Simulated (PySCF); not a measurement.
Input file:

```
{"job": {"kind": "uv", "xc": "CAM-B3LYP", "basis": "def2-SVPD", "nstates": 8, "ntriplets": 3}, "charge": 0, "multiplicity": 1}
C     -2.284671    -0.864363     0.128694
C     -0.837380    -1.125115    -0.276529
Si     0.430200     0.079356     0.503147
Si     2.598494    -0.306645    -0.223581
C     -0.101319     1.862204     0.012463
Cl     1.090350     3.014218     0.681449
H     -2.946393    -1.615645    -0.299142
H     -2.392086    -0.894590     1.210260
H     -2.611870     0.112533    -0.219312
H     -0.568292    -2.142357     0.012504
H     -0.763501    -1.090633    -1.365435
H      0.230679     0.032429     1.964128
H      3.155242     0.822156    -0.970612
H      3.507473    -0.579490     0.890877
H      2.666859    -1.473649    -1.111175
H     -0.113344     2.024593    -1.063438
H     -1.067439     2.157028     0.414717
```

Launched as:

```sh
OMP_NUM_THREADS=1 python probes_run.py task.json out
```

Geometry: GFN2-xTB.

Level of theory: CAM-B3LYP/def2-SVPD, SCF density, gas phase in PySCF.

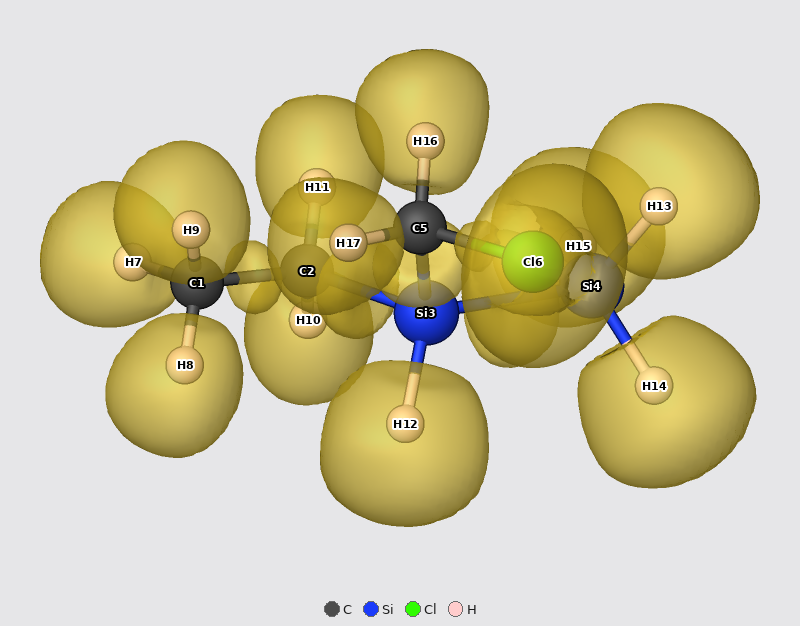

C3H11ClSi2. Isosurface of the electron localisation function at 0.8 (yellow), seen from one side. Only the valence region is drawn (cores and ρ < 0.01 e/Å³ removed).

> Identify the bonds, lone pairs and shells in this picture.

At this value the surface marks out one region between bonded C–C atoms (shared pairs), one region between bonded C–Cl atoms (shared pairs), two regions between bonded C–Si atoms (shared pairs), one region between bonded Si–Si atoms (shared pairs), eleven regions around hydrogen nuclei and one ring or bowl of non-bonding electrons around Cl.

Values along the shortest contacts:
C–C (1.53 Å): the ELF peaks at about 0.95 between the atoms: a covalent bond. C–Cl (1.79 Å): the ELF peaks at about 0.90 between the atoms (localised, covalent bonding).
